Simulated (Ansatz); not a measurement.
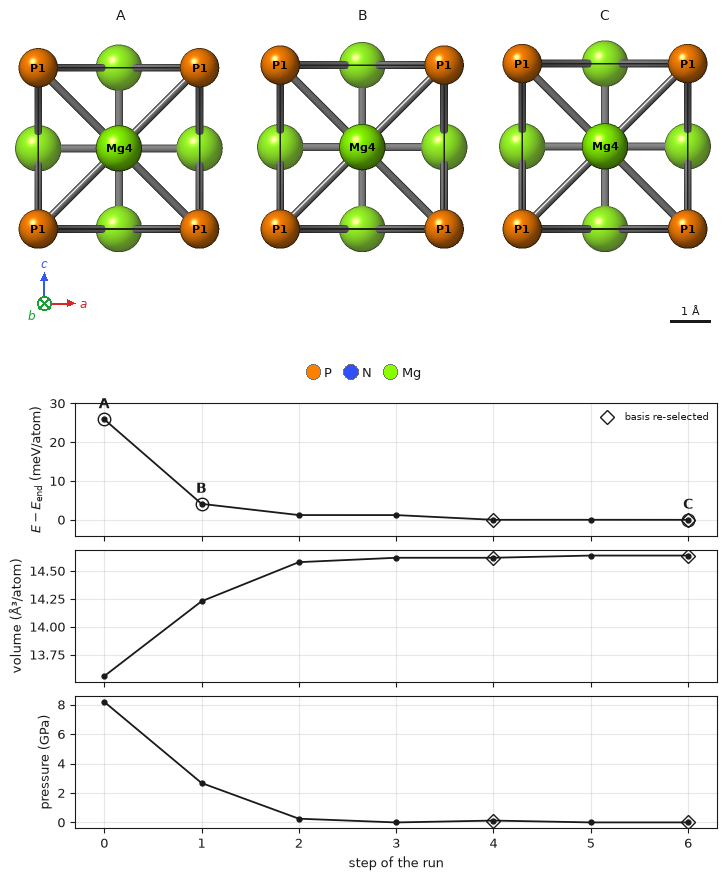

Frames of a relaxation of a crystal of Mg₃PN (built on the antiperovskite type), marked on the history of the run. Style: ball-and-stick. Shown: the cell of the calculation, along the b axis.

Theory: DFT, PBE, plane waves, PAW in Ansatz.

The input:
```yaml
crystal:
  lattice:
    - [4.07749394, 0.0, 0.0]
    - [0.0, 4.07749394, 0.0]
    - [0.0, 0.0, 4.07749394]
  atoms:
    - { symbol: P, position: [0.0, 0.0, 0.0] }
    - { symbol: "N", position: [0.5, 0.5, 0.5] }
    - { symbol: Mg, position: [0.5, 0.5, 0.0] }
    - { symbol: Mg, position: [0.5, 0.0, 0.5] }
    - { symbol: Mg, position: [0.0, 0.5, 0.5] }
kpoints:
  mp_grid: { grid: [6, 6, 6] }
hamiltonian:
  xc: pbe
scf:
  occupations: { method: fermi_dirac, width: 0.02 }
relax:
  f_tol: 0.005
  cell: {}
```

Run as
```bash
ansatz run input.yaml --threads 2 --pin off --max-ram 18432MiB --backend cpu --events-out ev --progress --plain --runs-dir out
```

> Describe the path.

No atom moves by more than 0.005 Å relative to the cell. The volume changes by +8.0 %, with a = b = c 4.077 → 4.183 Å (+2.6 %). Near-neighbour distances that change, for instance: P1–Mg3 2.883 → 2.958 Å, N2–Mg3 2.039 → 2.091 Å. The space group stays Pm-3m (No. 221). After 4 accepted moves (6 points after the start) the energy has fallen by 25.9 meV per atom. All forces vanish by symmetry, so only the cell relaxes. Pressure: 8.19 GPa at the start and 0.00 GPa at the end. The SCF was repeated twice at an unchanged geometry on a basis and grid sized afresh for the cell, which shifted the energy by 1.2 meV per atom at most. From step 0 to 1: volume +4.9 %, energy −21.8 meV per atom. From step 1 to 6: volume +2.9 %, energy −4.1 meV per atom.
